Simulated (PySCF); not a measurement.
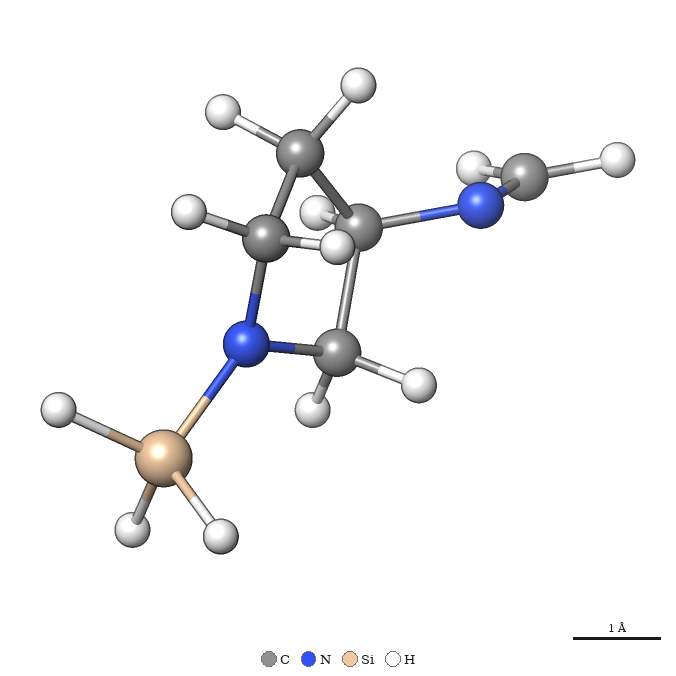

A ball-and-stick model of a molecule.

Computed geometry: PBE0-D3(BJ)/def2-SVP optimisation. No frequency run is at hand to confirm it as a minimum.

Which formula does it have?

Answer. C₅H₁₂N₂Si, 20 atoms: 5 carbon, 12 hydrogen, 2 nitrogen and 1 silicon.

Does it have rings?

Answer. Independent rings (smallest set): 1 of 5 members.

Name some functional groups or characteristic bonds that it holds.

Answer. Among them: imine, Si–H bond, Si–N bond.

More results for the same structure follow; atom numbers are the same in all pictures, views and colours differ.

### Symmetry

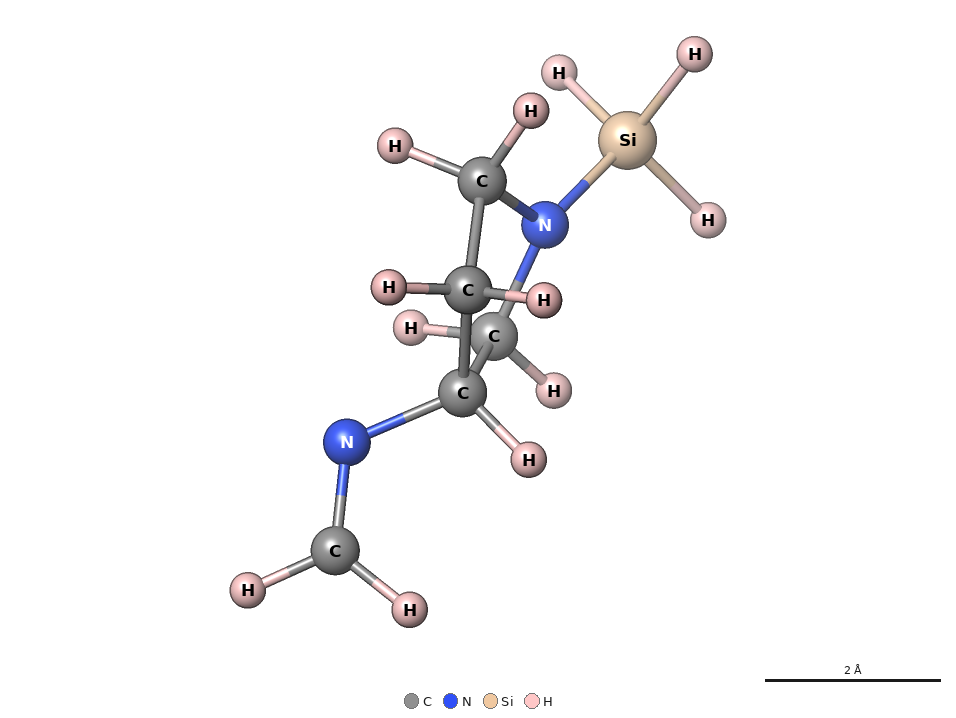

Distant atoms are faded towards the background colour. No frequency run is at hand to confirm it as a minimum. Masses are those of the most abundant isotopes; constants are for the rigid equilibrium geometry.

What kind of rotor is it, and what are its rotational constants in cm⁻¹?

Answer. An asymmetric top (C1): A = 0.149, B = 0.0296, C = 0.0263 cm⁻¹. Ray's parameter κ is −0.95, close to the prolate limit.

### Levels of theory compared

No frequency run is at hand to confirm it as a minimum. Program: PySCF 2.14.0.

At this fixed geometry, give HOMO energy (eV) at these levels: HF/pcSseg-1; PBE0/pcSseg-1; PBE0/pcSseg-1 in chloroform (IEF-PCM); PBE0/pcSseg-1 in methanol (IEF-PCM); ωB97X-D/def2-SVPD; ωB97X-D/def2-SVPD in chloroform (IEF-PCM).

```
                                    level  HOMO energy (eV)
                              HF/pcSseg-1             −9.57
                            PBE0/pcSseg-1             −6.37
    PBE0/pcSseg-1 in chloroform (IEF-PCM)             −6.33
      PBE0/pcSseg-1 in methanol (IEF-PCM)             −6.35
                        ωB97X-D/def2-SVPD             −8.23
ωB97X-D/def2-SVPD in chloroform (IEF-PCM)             −8.20
```

### Excitation

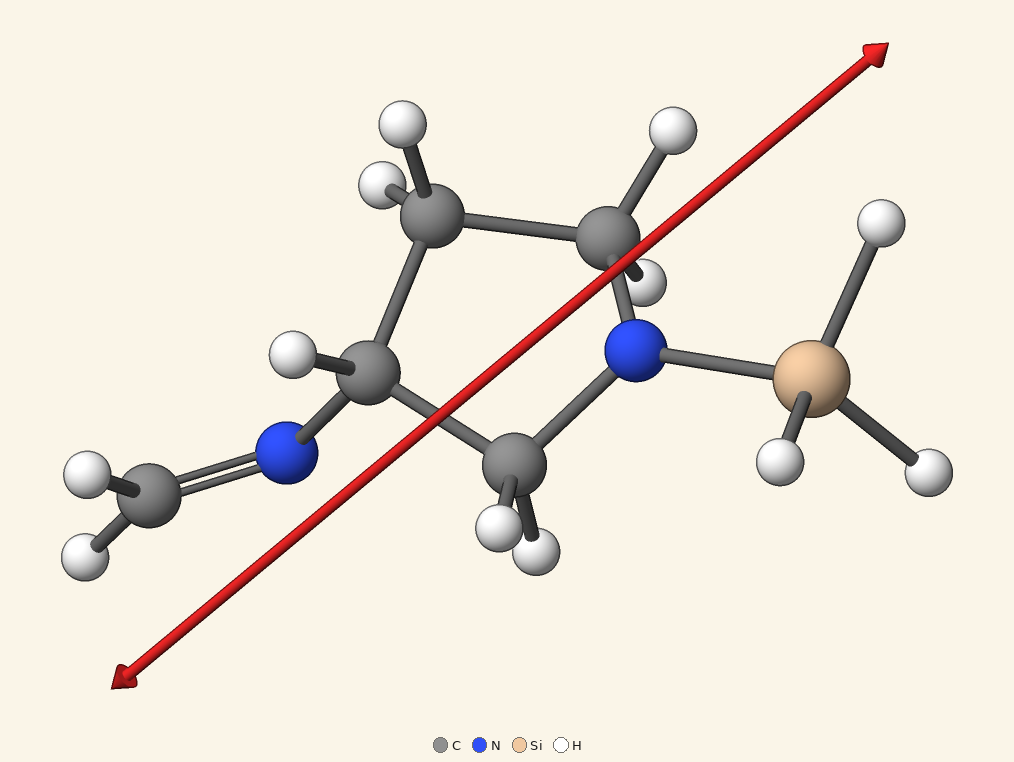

The double arrow shows the direction of the transition dipole to excited singlet state 9 (its length means nothing). No frequency run is at hand to confirm it as a minimum. Level of theory: TDDFT ωB97X-D/def2-SVPD, vertical, gas phase, core orbitals frozen in the response (PySCF 2.14.0).

Where does the transition lie, and how strong is it?

Answer. 7.64 eV (162 nm), oscillator strength 0.11, of mixed character, with the largest part HOMO−1 → LUMO+3 (weight 0.41); transition dipole 1.97 D.

### Ring current

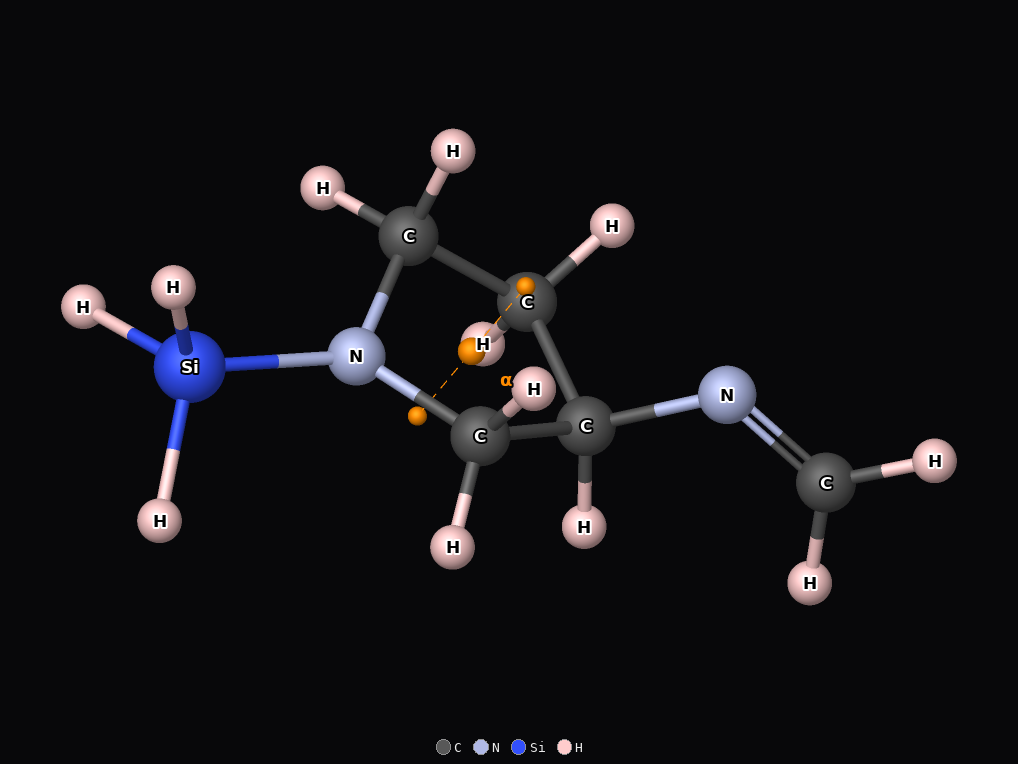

The small points mark where nucleus-independent chemical shifts (NICS) were computed: at the centre of each lettered ring and 1 Å above and below it. No frequency run is at hand to confirm it as a minimum. Level of theory: GIAO PBE0/pcSseg-1 NMR shielding, non-relativistic, IEF-PCM chloroform (PySCF 2.14.0).

Give NICS(0), NICS(1) and the out-of-plane component NICS(1)zz for each ring (means of the two sides).

```json
{"ring": "α", "members": "C4N", "NICS(0)": "−6.1", "NICS(1)": "−3.3", "NICS(1)zz": "−5.0"}
```

Values in ppm.

What do the values say about the ring currents?

Answer. Ring α: weak, as in a non-aromatic ring. NICS is one index among several.

### Charges

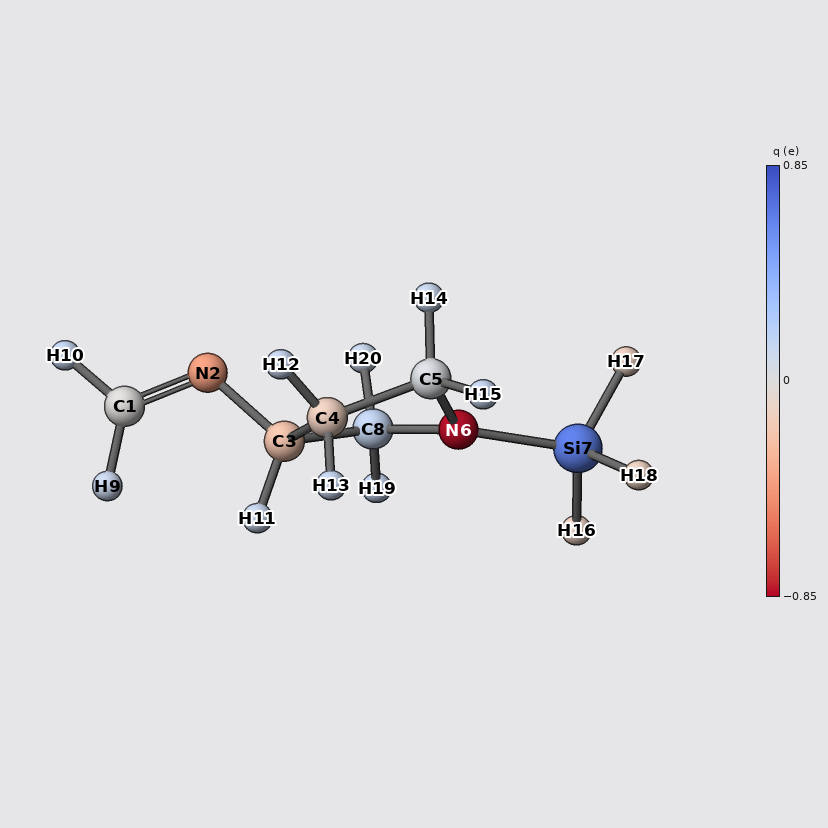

Atoms are coloured by their Mulliken charges. No frequency run is at hand to confirm it as a minimum. Properties computed with PBE0/pcSseg-1 in chloroform (IEF-PCM) (PySCF 2.14.0).

List the Mulliken charges.

```
atom  value (e)
  C1      −0.01
  N2      −0.39
  C3      −0.20
  C4      −0.13
  C5       0.02
  N6      −0.83
 Si7       0.64
  C8       0.14
  H9       0.11
 H10       0.14
 H11       0.12
 H12       0.13
 H13       0.13
 H14       0.12
 H15       0.13
 H16      −0.11
 H17      −0.13
 H18      −0.11
 H19       0.13
 H20       0.11
```

Mulliken values depend strongly on the basis set and can even reverse the polarity of a bond.
